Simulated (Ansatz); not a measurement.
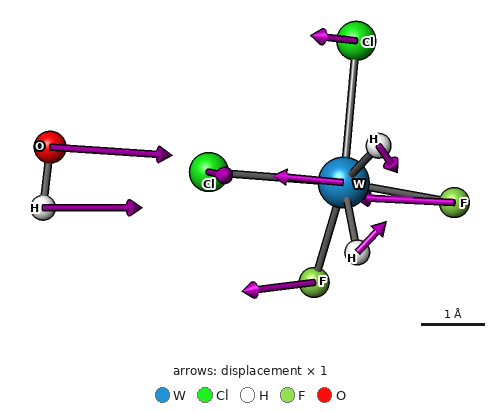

This is a relaxation of WH$_{3}$OCl$_{2}$F$_{2}$ (multiplicity 2). The starting structure is drawn; purple arrows show the displacements, at their true length. The two geometries are superimposed by the best rigid fit.

A ball-and-stick model, seen face on.

The run prepares an end point of a later path (reaction) calculation, from a guessed geometry.

The calculation used Ansatz 0.2.0, UKS PBE/def2-SVP. (collinear spin; force threshold 0.03 eV/Å; at most 50 steps)

> What happened in the run?

The atom that moves furthest after the best rigid fit is the O atom (2.11 Å). By element the largest moves are O 2.11 Å, H 1.80 Å, F 1.79 Å, Cl 1.37 Å, W 1.16 Å. Among the contacts that change: O–W 4.747 → 1.873 Å, H–W 4.848 → 2.416 Å, H–H 1.762 → 0.783 Å, H–W 1.687 → 2.304 Å. New bonds form, among them: O–W (4.75 → 1.87 Å). Among the angles between lasting bonds that change: H–W–Cl 139.9° → 94.9°, H–W–H 62.9° → 19.6°, H–W–F 143.1° → 106.2°. After 24 geometry steps the energy has fallen by 4.074 eV. The largest force component goes from 0.98 to 0.03 eV/Å. The run took 120 s on 4 threads of Arm Neoverse V2, on a shared host, peak memory 0.35 GiB.

Limits of the set-up: the start holds two separate molecules, 2.8 Å apart at their closest, whose relative position is a soft coordinate and is computed without a dispersion correction.
